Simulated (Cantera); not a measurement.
Charge: 1 mol C3H8, 0.043 mol CO2, 8.6 mol N2, held at 1200 K.

These are equilibrium values from Cantera (NASA tables, ideal gas, pure condensed phases), not measurements of a reactor. Candidate condensed phases: C, C6H6, C7H8, C8H18, H2O; 136 gas species. The ideal-gas law is rough above about 30 bar. Kinetics and transport are ignored.

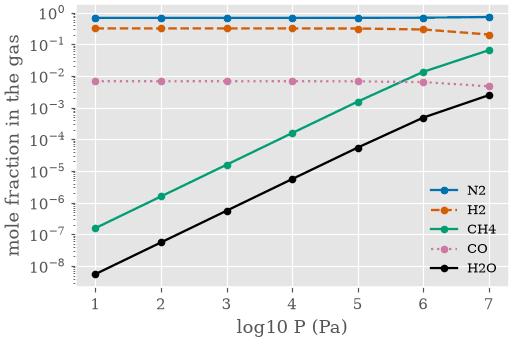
Fig. 1. Equilibrium gas composition (values under 1e-9 drawn at 1e-9)

From 10.0 Pa to 1.00e7 Pa the condensed part is C(graphite). The main C-bearing gas is CO at 10.0 Pa and CH4 at 1.00e7 Pa.
